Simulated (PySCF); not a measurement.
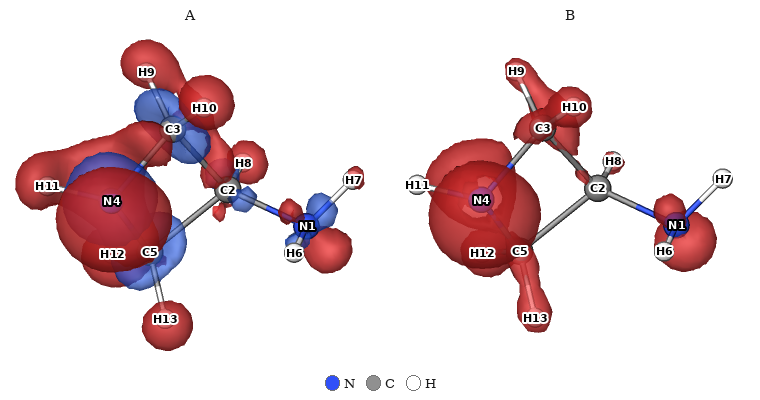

*C3H8N2, SMILES `NC1CNC1`. The Fukui function f⁻ from two separate SCF calculations and the density of the HOMO, at ±0.04 e/Å³ (red positive, blue negative).*

Method: ωB97X/6-31G*; geometry: GFN2-xTB; program: PySCF. No frequency check shows the geometry to be a minimum.

Coordinates in Å:

```
N1      -1.7404   -0.1128   -0.2787
C2      -0.5444   -0.0068    0.5139
C3       0.5041    1.0644    0.1147
N4       1.3277    0.0119   -0.4857
C5       0.5287   -1.0450    0.1424
H6      -1.4970   -0.1428   -1.2634
H7      -2.3442    0.6879   -0.1255
H8      -0.8331    0.0089    1.5674
H9       0.9495    1.5809    0.9718
H10      0.1756    1.8059   -0.6194
H11      2.3125    0.0270   -0.2483
H12      0.9870   -1.5287    1.0105
H13      0.2081   -1.8087   -0.5684
```

### Which panel is which, and how good is the frozen-orbital picture?

A is f⁻ (it has negative regions), B the HOMO density. The HOMO lies on N4 (53 %), C3 (9 %) and N1 (8 %); f⁻ (Hirshfeld-condensed) is largest on N4 (0.31); the vertical ionisation energy is 8.60 eV. Relaxation shifts 29 % of the electron between atoms. The orbital energy is −8.52 eV.

Cost of the run: 3.9 min on 1 thread of Intel(R) Xeon(R) Processor @ 2.50GHz (Skylake/Cascade Lake), on a shared host, peak memory 0.6 GiB.
